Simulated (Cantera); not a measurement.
Feed: 1 mol MgO, 10 mol HBr, 0.45 mol O2, at 12.0 Pa.

These are equilibrium values from Cantera (NASA tables, ideal gas, pure condensed phases), not measurements of a reactor. Candidate condensed phases: Br2, H2O, Mg, MgBr2, MgO, Mg(OH)2; 20 gas species. Equilibrium is a limit: real reactors are often held back by kinetics, nucleation or transport.

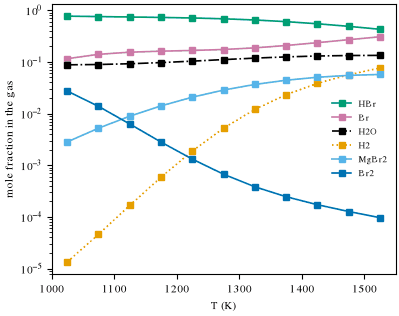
Figure. Equilibrium gas composition (values under 1e-9 drawn at 1e-9)

From 1025 K to 1525 K the condensed part is MgO(s). The main Mg-bearing gas is MgBr2 throughout. The share of Mg in condensed phases is highest at 1025 K (97.0 %) and lowest at 1525 K (32.4 %).
